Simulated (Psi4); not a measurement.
**CAM-B3LYP/6-31G(d) (spherical functions) run of CHClFNSi (SMILES FC1=N[SiH]1Cl)**

Aim: the vertical ionisation energy of CHClFNSi at CAM-B3LYP/6-31G* (spherical functions), from 2 runs. Input form: a Python script.

Program for the calculation: Psi4 1.11.

1 further run of the same task is left out (it didn't finish).

### 1 The system as given

CHClFNSi has 6 atoms, charge 0, and is taken as a singlet. SMILES: `FC1=N[SiH]1Cl`. The shape is that of a PBE0-D4/def2-TZVP optimisation.

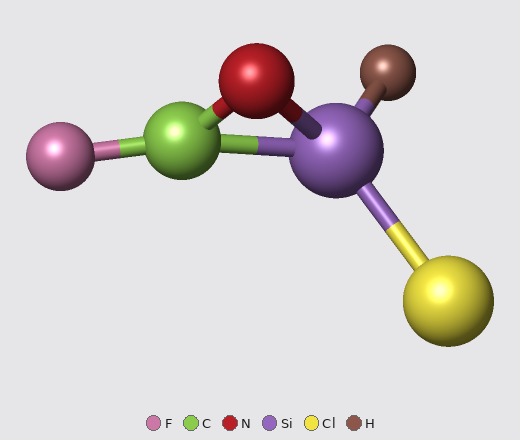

The structure, seen from a chosen angle (fluorine pink, carbon green, nitrogen red, silicon purple, chlorine yellow, hydrogen brown).

### 2 A single-point energy at CAM-B3LYP/6-31G(d) (spherical functions)

chclfnsi.xyz reads:

```xyz
6
CHClFNSi
F      0.158300    -2.281300    -0.638700
C      0.216600    -1.043700    -0.212100
N      1.240300    -0.391700     0.161000
Si    -0.233900     0.593200     0.234800
Cl    -0.525700     2.070200    -1.116500
H     -0.813600     0.989400     1.525400
```

chclfnsi.py reads:

```python
import psi4

psi4.set_memory('2200 MB')
psi4.set_num_threads(1)
psi4.core.set_output_file('psi4.out', False)

with open('chclfnsi.xyz') as f:
    atoms = ''.join(f.readlines()[2:])
mol = psi4.geometry('0 1\n' + atoms + 'symmetry c1')

psi4.set_options({
    'puream': True,
    'e_convergence': 1e-09,
    'd_convergence': 1e-08,
    'scf_type': 'pk',
    'dft_radial_points': 99,
    'dft_spherical_points': 590,
})

result, w = psi4.energy("cam-b3lyp/6-31G*", return_wfn=True)
psi4.oeprop(w, "QUADRUPOLE", "DIPOLE", "WIBERG_LOWDIN_INDICES")
print(f'cam-b3lyp/6-31G* energy: {result:.10f} Eh')
for k, v in sorted(psi4.core.scalar_variables().items()):
    print(f'{k:45s} {v:18.10f}')
```

The run is started by

```sh
python chclfnsi.py
```

psi4.out:

```text
[...]
  Running in c1 symmetry.
[...]
  Nuclear repulsion =  257.916144657430209
[...]
  Multiplicity = 1
[...]
  Nalpha       = 27
  Nbeta        = 27
[...]
    Number of basis functions: 80
[...]
   @RKS iter   1:  -942.71256425456625   -4.25833e-02   7.62763e-03 DIIS/ADIIS
[...]
   @RKS iter  13:  -942.88560468563173   -2.61480e-12   5.31148e-09 DIIS
[...]
    Orbital Energies [Eh]
    ---------------------
    Doubly Occupied:
       1A   -101.619082     2A    -66.278334     3A    -24.813886
       4A    -14.424194     5A    -10.394430     6A     -9.554717
       7A     -7.316300     8A     -7.310202     9A     -7.309667
      10A     -5.436324    11A     -3.796106    12A     -3.795034
      13A     -3.793215    14A     -1.342780    15A     -1.045105
      16A     -0.940693    17A     -0.694606    18A     -0.643445
      19A     -0.574463    20A     -0.562892    21A     -0.526486
      22A     -0.493753    23A     -0.457291    24A     -0.431426
      25A     -0.408886    26A     -0.403269    27A     -0.327707
[...]
  @RKS Final Energy:  -942.88560468563173
   => Energetics <=
    Nuclear Repulsion Energy =            257.9161446574302090
    One-Electron Energy =               -1814.4637370678863135
    Two-Electron Energy =                 668.3535571431937115
    DFT Exchange-Correlation Energy =     -54.6915694183691699
    Empirical Dispersion Energy =           0.0000000000000000
    VV10 Nonlocal Energy =                  0.0000000000000000
    Total Energy =                       -942.8856046856317334
[...]
 Multipole Moments:
 ------------------------------------------------------------------------------------
     Multipole            Electronic (a.u.)      Nuclear  (a.u.)        Total (a.u.)
 ------------------------------------------------------------------------------------
 L = 1.  Multiply by 2.5417464519 to convert [e a0] to [Debye]
 Dipole X            :         -0.2658473           -0.4624778           -0.7283251
 Dipole Y            :         -1.1689462            1.4357175            0.2667712
 Dipole Z            :         -2.3030112            2.7001277            0.3971165
 Magnitude           :                                                    0.8713931
 L = 2.  Multiply by 1.3450342976 to convert [e a0^2] to [Debye ang]
 Quadrupole XX       :        -94.6766983           61.9723353          -32.7043630
 Quadrupole XY       :        104.0788870         -102.8867606            1.1921264
[...]
```

The script printed:

```text
cam-b3lyp/6-31G* energy: -942.8856046856 Eh
CURRENT ENERGY                                   -942.8856046856
CURRENT REFERENCE ENERGY                         -942.8856046856
DD SOLVATION ENERGY                                 0.0000000000
DFT FUNCTIONAL TOTAL ENERGY                      -942.8856046856
DFT TOTAL ENERGY                                 -942.8856046856
DFT VV10 ENERGY                                     0.0000000000
DFT XC ENERGY                                     -54.6915694184
GRID ELECTRONS ALPHA                               27.0000001710
GRID ELECTRONS BETA                                27.0000001710
GRID ELECTRONS TOTAL                               54.0000003420
NUCLEAR REPULSION ENERGY                          257.9161446574
ONE-ELECTRON ENERGY                             -1814.4637370679
PCM POLARIZATION ENERGY                             0.0000000000
PE ENERGY                                           0.0000000000
SCF ITERATION ENERGY                             -942.8856046856
SCF ITERATIONS                                     13.0000000000
SCF TOTAL ENERGY                                 -942.8856046856
TWO-ELECTRON ENERGY                               668.3535571432
XC GRID RADIAL POINTS                              99.0000000000
XC GRID SPHERICAL POINTS                          590.0000000000
XC GRID TOTAL POINTS                           333310.0000000000
```

Run time: 11 s. Hardware: 1 thread of Intel Xeon 6975P-C (Granite Rapids), shared host; peak memory 0.94 GiB.

### 3 The doublet cation: energy and forces at UCAM-B3LYP/6-31G(d) (spherical functions)

job.py reads:

```python
import psi4

psi4.set_memory('2200 MB')
psi4.set_num_threads(1)
psi4.core.set_output_file('psi4.out', False)

geom = psi4.geometry("""
1 2
F      0.29914365    -4.31103221    -1.20696808
C      0.40931468    -1.97230716    -0.40081091
N      2.34382731    -0.74020572     0.30424591
Si    -0.44200694     1.12098554     0.44370769
Cl    -0.99342902     3.91211102    -2.10987922
H     -1.53748117     1.86969503     2.88258823
units au
symmetry c1
""")

psi4.set_options({
    'basis': '6-31G*',
    'reference': 'uks',
    'puream': True,
    'e_convergence': 1e-09,
    'd_convergence': 1e-08,
    'scf_type': 'pk',
    'dft_radial_points': 99,
    'dft_spherical_points': 590,
    'maxiter': 100,
})

result, w = psi4.gradient("CAM-B3LYP", molecule=geom, return_wfn=True)
psi4.oeprop(w, "MAYER_INDICES", "LOWDIN_CHARGES", "WIBERG_LOWDIN_INDICES", title="CAM-B3LYP")
print('gradient / Eh bohr^-1')
print(result.np.round(6))
print(f'energy = {w.energy():.10f} Eh')
```

The run is started by

```sh
python job.py
```

psi4.out (excerpt; [...] marks lines left out):

```text
[...]
  Running in c1 symmetry.
[...]
  Nuclear repulsion =  257.916144839213473
[...]
  Multiplicity = 2
[...]
  Nalpha       = 27
  Nbeta        = 26
[...]
    Number of basis functions: 80
[...]
   @UKS iter   1:  -942.41054010686469    2.59441e-01   5.92821e-03 DIIS/ADIIS
[...]
   @UKS iter  19:  -942.52012141432579   -5.79803e-12   8.90838e-09 DIIS
[...]
   @S^2 Observed:                7.561832609E-01
[...]
  @UKS Final Energy:  -942.52012141432579
   => Energetics <=
    Nuclear Repulsion Energy =            257.9161448392134730
    One-Electron Energy =               -1801.0784734892181405
    Two-Electron Energy =                 655.0989584073638525
    DFT Exchange-Correlation Energy =     -54.4567511716849850
    Empirical Dispersion Energy =           0.0000000000000000
    VV10 Nonlocal Energy =                  0.0000000000000000
    Total Energy =                       -942.5201214143257857
[...]
 Multipole Moments:
 ------------------------------------------------------------------------------------
     Multipole            Electronic (a.u.)      Nuclear  (a.u.)        Total (a.u.)
 ------------------------------------------------------------------------------------
 L = 1.  Multiply by 2.5417464519 to convert [e a0] to [Debye]
 Dipole X            :          0.2034780           -0.4624778           -0.2589998
 Dipole Y            :         -1.7841639            1.4357175           -0.3484465
 Dipole Z            :         -1.7886797            2.7001277            0.9114480
 Magnitude           :                                                    1.0095708
[...]
  -Total Gradient:
     Atom            X                  Y                   Z
    ------   -----------------  -----------------  -----------------
       1        0.018479662688    -0.034857674885    -0.009156393884
       2       -0.074690262618     0.103258766108     0.023884024205
       3        0.032746669587     0.006050735654     0.006423070404
       4        0.027603530279    -0.102193777486    -0.012723097353
       5       -0.003553947613     0.019714794855    -0.009239816184
       6       -0.000583220444     0.008003124311     0.000803321586
[...]
```

On the terminal:

```text
gradient / Eh bohr^-1
[[ 0.01848  -0.034858 -0.009156]
 [-0.07469   0.103259  0.023884]
 [ 0.032747  0.006051  0.006423]
 [ 0.027604 -0.102194 -0.012723]
 [-0.003554  0.019715 -0.00924 ]
 [-0.000583  0.008003  0.000803]]
energy = -942.5201214143 Eh
```

It took 30 s on 1 thread of Intel Xeon 6975P-C (Granite Rapids), shared host; peak memory 0.94 GiB.

### 4 Summary of results

At CAM-B3LYP/6-31G* (spherical functions):

| quantity | value |
| --- | --- |
| singlet CHClFNSi: total energy | -942.88560 Eh |
| singlet CHClFNSi: dipole moment | 2.21 D |
| singlet CHClFNSi: HOMO energy | -8.92 eV |
| singlet CHClFNSi: LUMO energy | 0.48 eV |
| singlet CHClFNSi: HOMO–LUMO gap | 9.39 eV |
| doublet cation: total energy | -942.52012 Eh |
| doublet cation: HOMO energy (highest over α and β) | -16.63 eV |
| doublet cation: LUMO energy (lowest over α and β) | -10.97 eV |
| doublet cation: ⟨S²⟩ | 0.756 |
| doublet cation: largest force on an atom | 6.667 eV/Å |
| vertical ionisation energy (to the doublet cation) | 9.945 eV |

**Reading.** The vertical ionisation energy comes to 9.95 eV (229 kcal/mol). The negative HOMO energy of the first species, 8.92 eV, lies 1.03 eV below that difference.
